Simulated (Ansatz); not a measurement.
BClF2HSi (charge −1)

```yaml
atoms:
  - { symbol: B, position_ang: [0.8753, -0.5255, -1.2296] }
  - { symbol: Cl, position_ang: [2.6761, -0.8000, -0.8522] }
  - { symbol: F, position_ang: [-1.9014, 0.0447, -0.4198] }
  - { symbol: F, position_ang: [0.6508, -0.6268, -2.5608] }
  - { symbol: Si, position_ang: [-0.2964, 0.2890, 0.1589] }
  - { symbol: H, position_ang: [-0.2038, -0.8162, 1.2113] }
```

Geometry: r2SCAN-D4/def2-SVPD.

These are results of Ansatz 0.2.0, isolated molecule in a Gaussian basis; Kohn-Sham density functional theory, functional PBE0, not measurements.

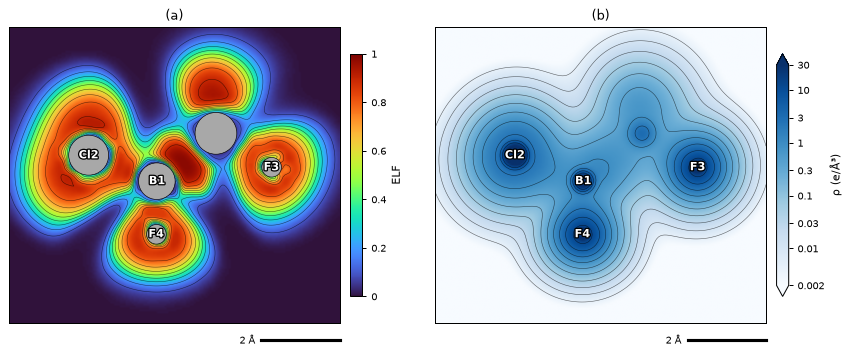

Figure 1. (a) electron localisation function; (b) electron density on the plane of atoms Cl2, B1 and F4. Grey discs cover the atomic cores in the ELF map.

Q: What do the fields say about this system?

A:
- The plane passes through B, Cl and F nuclei.
- B–F (1.35 Å): ρ is about 2 e/Å³ halfway; the ELF peaks at about 0.85 between the atoms (a polar covalent bond).
- B–Cl (1.86 Å): ρ is about 1.1 e/Å³ halfway, with its minimum of 0.8 e/Å³ about 0.6 Å from B; the ELF peaks at about 0.90 between the atoms (a polar covalent bond).
- The ELF also peaks beside F4, F3 and Cl2, away from the bonds: lone-pair regions.

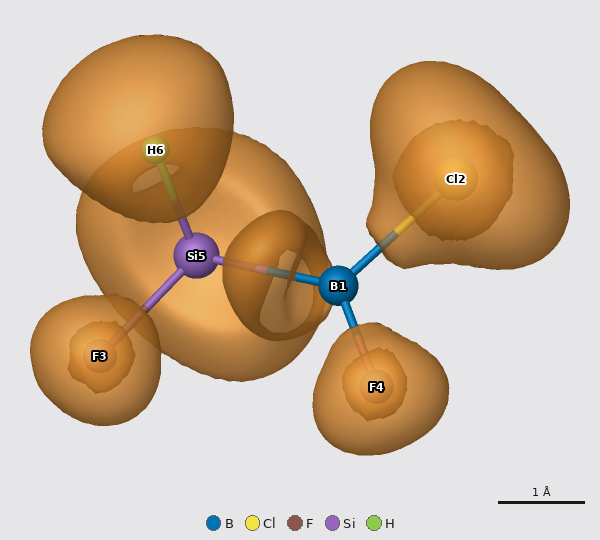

Figure 2. Isosurface of the ELF at 0.75 (orange), seen at a tilt. Core shells and regions of very low density are left out.

Q: Where are the electrons localised?

A: At this value the surface marks out one region on Cl in which the atom's valence shell and bonds are merged, one region on F in which the atom's valence shell and bonds are merged, one region wrapped around F (its lone pairs, merged into a ring or cap) and one joined region spread over several atoms (H, Si), in which their bonds and any lone pairs are merged. Profiles from the grid: Si–F (1.72 Å): the ELF peaks at about 0.85 in the valence shell of F, 0.6 Å from its nucleus, and is about 0.50 at the midpoint.

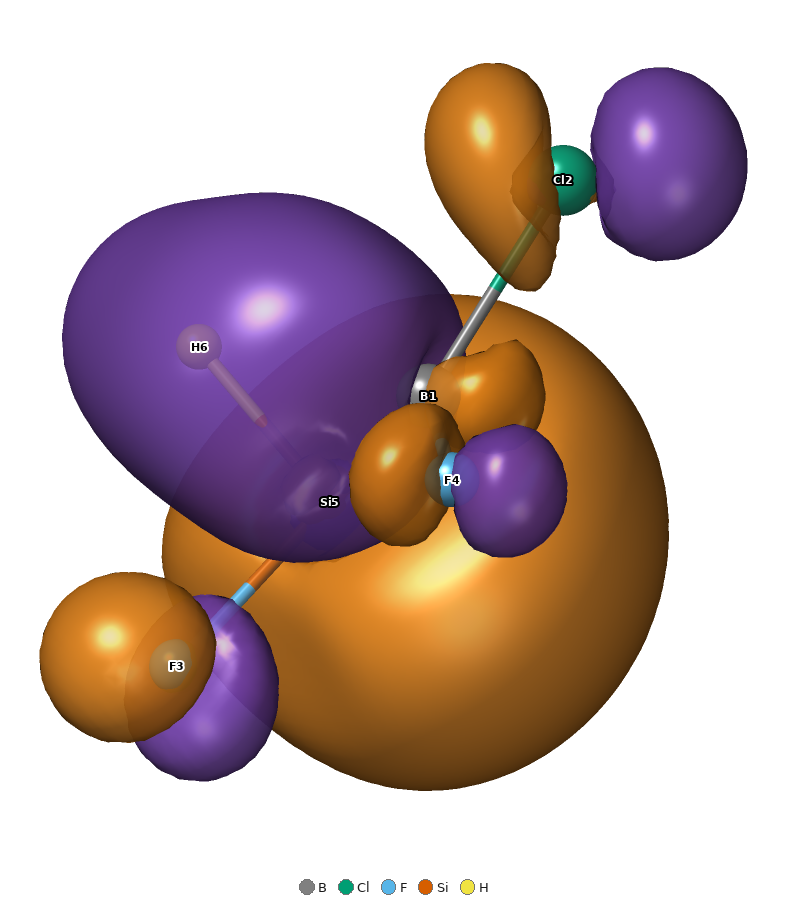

Figure 3. The HOMO at ±0.06 Å⁻³ᐟ² (orange and purple are the two phases), seen at an oblique angle.

Q: Describe this orbital and give its energy.

A: Its weight (Hirshfeld) is mainly on Si5 (about 65 %) and B1 (about 15 %). Its energy is −0.66 eV.
